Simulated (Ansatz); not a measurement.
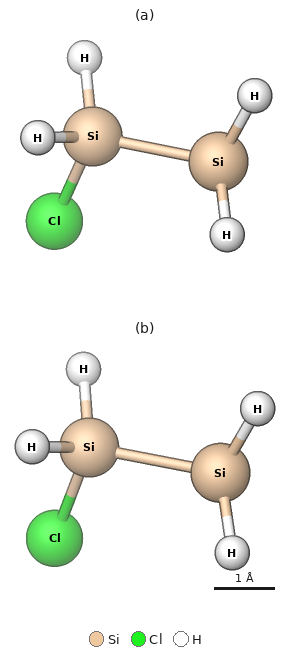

The structure of Si2H4Cl (multiplicity 2) (coarse preliminary run) before (top) and after (bottom) a relaxation, at one scale.

The picture is a ball-and-stick view, seen at a tilt.

The start comes from a force field.

All numbers below come from UKS PBE-D4/def2-SVP (Ansatz 0.2.0).

The input:
```yaml
crystal:
  periodic: [false, false, false]
  atoms:
    - {symbol: Si, position_ang: [-1.293300, 0.145200, -0.430500]}
    - {symbol: Si, position_ang: [0.723700, -0.094000, 0.501600]}
    - {symbol: Cl, position_ang: [0.885500, -1.981000, 1.255700]}
    - {symbol: H, position_ang: [-1.471100, -0.692400, -1.619800]}
    - {symbol: H, position_ang: [-1.553600, 1.589600, -0.900400]}
    - {symbol: H, position_ang: [0.924500, 0.867700, 1.634500]}
    - {symbol: H, position_ang: [1.845600, 0.097000, -0.486800]}
basis:
  gaussian: {orbitals: def2-SVP}
magnetization: {spin_polarized: true, initial_magnetization: 1}
hamiltonian: {xc: pbe, dispersion: d4}
relax: {f_tol: 0.03, max_steps: 200}
```

**Describe what moved and what it gained.**

After 5 geometry steps the energy has fallen by 12.8 kJ/mol. The largest force component goes from 1.1 to 0.0065 eV/Å. The atom that moves furthest after the best rigid fit is H4 (0.14 Å). Largest moves by element: H 0.14 Å, Si 0.08 Å, Cl 0.07 Å. Among the contacts that change: Si1–Si2 2.235 → 2.337 Å, Si2–Cl3 2.039 → 2.091 Å, Si1–H4 1.465 → 1.506 Å, Si1–H5 1.541 → 1.508 Å. Bond angles that change, for instance: H4–Si1–H5 105.5° → 110.7°. The run took about 19 core-seconds on a shared host.
